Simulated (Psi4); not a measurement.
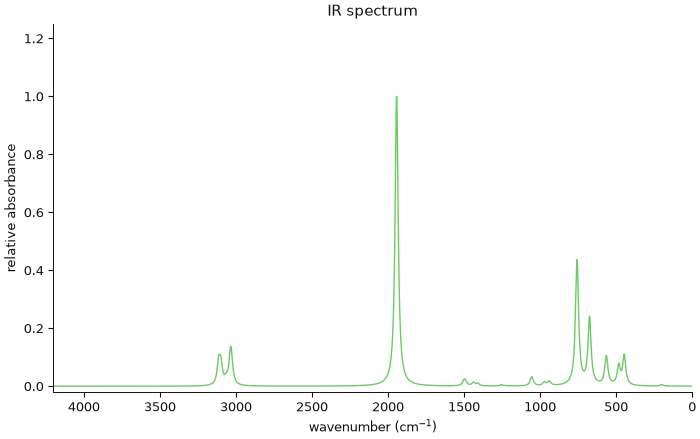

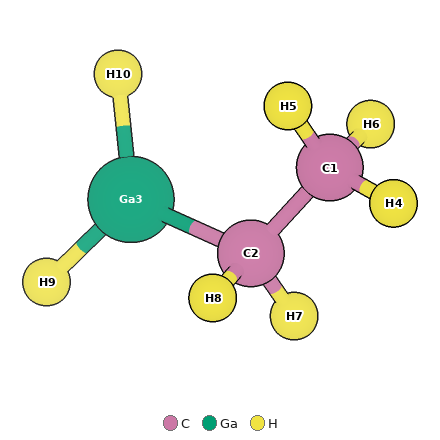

Infrared spectrum of C₂H₇Ga, SMILES C[CH2][GaH2], singlet. Unscaled harmonic wavenumbers and double-harmonic intensities, PBE0/def2-TZVP (dispersion D4) in Psi4, at a geometry relaxed at this level, isolated molecule. Lorentzian lines of 24 cm⁻¹ full width. Close modes add up in the curve.

Which lines are the most intense?

Answer. 1944.4 cm⁻¹ (220.8 km/mol), 1942.2 cm⁻¹ (211.4 km/mol) and 756.9 cm⁻¹ (184.5 km/mol).

Which is the highest mode?

Answer. 3113.2 cm⁻¹ (32.7 km/mol).

List the modes.

Answer.
| cm⁻¹ | km/mol |
| --- | --- |
| 70.2 | 0.0 |
| 198.4 | 1.3 |
| 201.8 | 0.8 |
| 446.6 | 43.8 |
| 482.6 | 28.0 |
| 564.0 | 42.5 |
| 674.9 | 99.1 |
| 756.9 | 184.5 |
| 939.5 | 6.3 |
| 971.7 | 5.0 |
| 1054.6 | 13.5 |
| 1224.4 | 0.4 |
| 1253.5 | 1.8 |
| 1409.8 | 3.4 |
| 1437.8 | 4.8 |
| 1489.5 | 3.5 |
| 1499.0 | 8.0 |
| 1942.2 | 211.4 |
| 1944.4 | 220.8 |
| 3029.2 | 24.7 |
| 3036.6 | 36.4 |
| 3063.8 | 6.7 |
| 3098.5 | 28.2 |
| 3113.2 | 32.7 |
